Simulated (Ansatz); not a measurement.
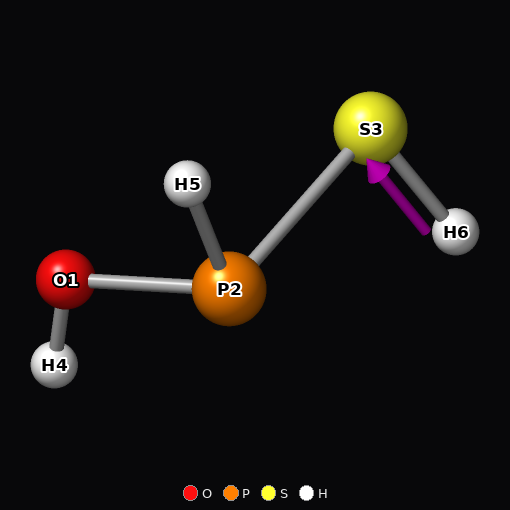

The arrows show one normal mode. Harmonic vibrations computed with RKS PBE0-D4/def2-TZVP (Ansatz 0.2.0) at a stationary point of the same level.

Q: What kind of motion is it?

A: Mostly S–H stretching.

Q: At what wavenumber does it lie?

A: 2708 cm⁻¹; it is mode 11 of 12 counted from the lowest.
